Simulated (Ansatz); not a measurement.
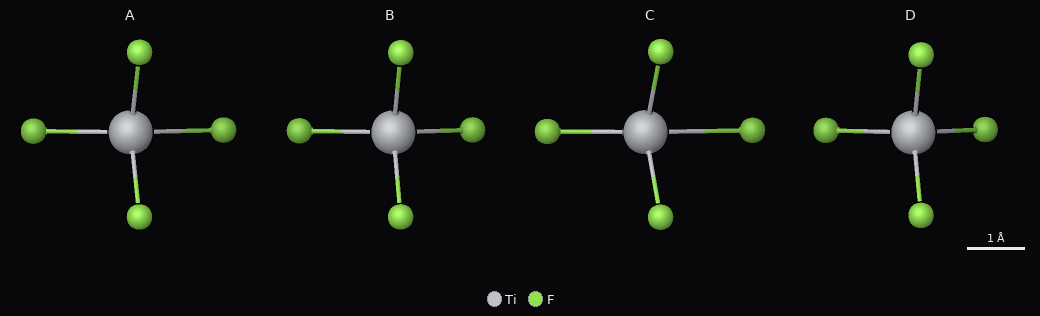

4 geometries from one relaxation of TiF$_{4}$, in shuffled order. Style: ball-and-stick. Shown face on.

It is one of the separated reactants of a reaction.

Level of theory: RKS PBE0-D4/def2-TZVP in Ansatz. (force threshold 0.005 eV/Å; at most 200 steps)

**Put them in the order of the run, from the start to the converged end.**

C, A, B, D. They are steps 0, 1, 2, 5, at +34.7 kcal/mol, +13.4 kcal/mol, +5.42 kcal/mol relative to the last. The largest move after the best rigid fit is that of an F atom, 0.58 Å. Largest moves by element: F 0.58 Å, Ti 0.23 Å. Among the contacts that change: F–Ti 2.015 → 1.740 Å, F–Ti 1.745 → 1.740 Å. Bond angles that change, for instance: F–Ti–F 153.6° → 109.5°, F–Ti–F 91.7° → 109.5°, F–Ti–F 102.2° → 109.5°. After 5 geometry steps the energy has fallen by 34.7 kcal/mol. Largest force component: 4.3 eV/Å at the start, 0.00014 eV/Å at the end. Cost: 16 s on 8 threads of Intel Xeon @ 2.50GHz (shared host).
